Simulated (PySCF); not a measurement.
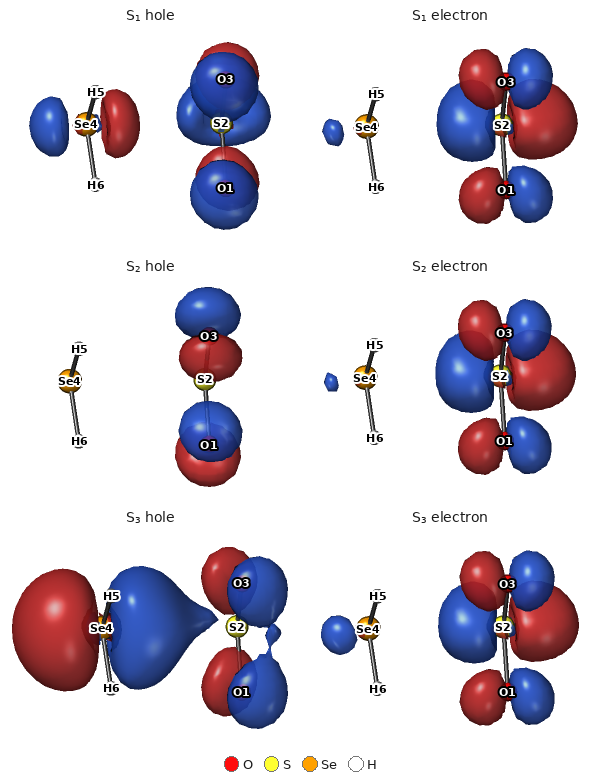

*H₂O₂SSe, SMILES `O=S=O.[SeH2]`. Leading natural transition orbitals (TDA singlet states).*

Method: CAM-B3LYP/def2-SVP; geometry: GFN2-xTB; program: PySCF. The pair's geometry is semi-empirical, so its contact may be too short or too long. GFN2-xTB bond lengths at metals and heavier atoms can be off by up to 0.1 Å and shapes distorted, which carries into these values. Without diffuse functions Rydberg states are missing, so the states' numbers hold for this basis only.

Cartesian coordinates (Å):

```
O1      -1.6346   -1.2195   -0.3600
S2      -1.4756    0.0002    0.3911
O3      -1.6353    1.2187   -0.3603
Se4      1.3977    0.0001    0.0395
H5       1.1239    1.0399   -0.9184
H6       1.1244   -1.0393   -0.9182
```

**Describe these excited states.**

By state:
- S₁: 4.16 eV (298 nm), f = 0.098; the leading pair carries 99 %; hole on O1 and O3 (28 % each), S2 (27 %) and Se4 (16 %), electron on S2 (48 %), O1 and O3 (21 % each) and Se4 (8 %); their centroids lie 0.3 Å apart.
- S₂: 4.59 eV (270 nm), f = 0.000 (dark); the leading pair carries 100 %; hole on O1 and O3 (44 % each) and S2 (13 %), electron on S2 (49 %), O1 and O3 (21 % each) and Se4 (8 %); their centroids lie 0.5 Å apart.
- S₃: 5.43 eV (228 nm), f = 0.200 (bright); the leading pair carries 98 %; hole on Se4 (62 %), O1 and O3 (12 % each) and S2 (9 %), electron on S2 (47 %), O1 and O3 (20 % each) and Se4 (10 %); their centroids lie 1.7 Å apart.

Run time: 87 s on 1 thread of Arm Neoverse V2 (shared host), peak memory 0.51 GiB.
